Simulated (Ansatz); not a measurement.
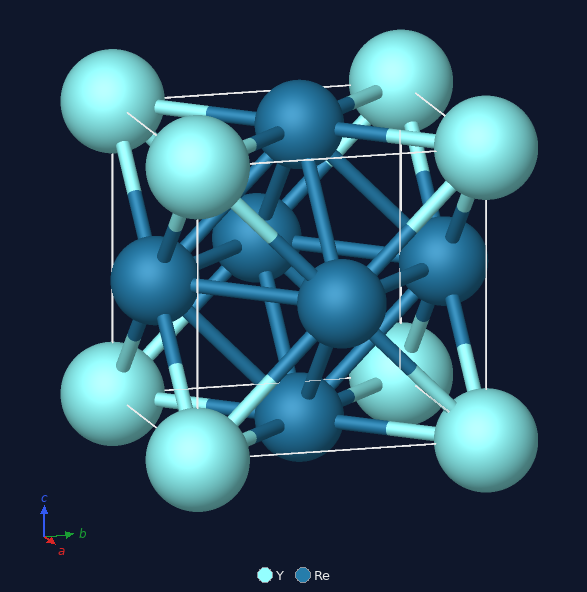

Ball-and-stick drawing of the structure, looking slightly off an axis. The wireframe shows the conventional unit cell.

YRe3, Cu₃Au (L1₂) type, space group Pm-3m (No. 221), a = 4.114 Å, b = 4.114 Å, c = 4.114 Å, α = 90.00°, β = 90.00°, γ = 90.00°. Provenance: a structure type filled with these elements by a generator (whether the compound takes this form wasn't checked). Earlier steps of the study, as a rule a relaxation of our own, may have changed the cell and positions, so they can lie some per cent off the listed ones. It was run through Ansatz as a DFT input.

This one geometry was computed with Ansatz (DFT, plane waves, PAW) at five levels of theory: r2SCAN, PBE, LDA, PBEsol and PBE with spin-orbit coupling.

Which level gives the highest pressure at this volume, and what does that say about its equilibrium volume?

Answer. Highest: PBE with spin-orbit coupling (1.2 GPa), which points to the largest equilibrium volume. Lowest, with the smallest volume: LDA (-11.5 GPa). Levels within 0.5 GPa of each other can't be told apart.

How does the band gap change with the level of theory?

Answer. All levels give a metal.

Collect the results in a table.

Answer.
| level | cutoff (eV) | k-mesh of the run's cell | gap (eV) | pressure (GPa) |
| --- | --- | --- | --- | --- |
| r2SCAN | 500 | 8×8×8 | metal | -2.8 |
| PBE | 420 | 8×8×8 | metal | 0.0 |
| LDA | 420 | 8×8×8 | metal | -11.5 |
| PBEsol | 420 | 8×8×8 | metal | -7.2 |
| PBE with spin-orbit coupling | 420 | 8×8×8 | metal | 1.2 |

Gaps are taken on the k-mesh or band path of each run.
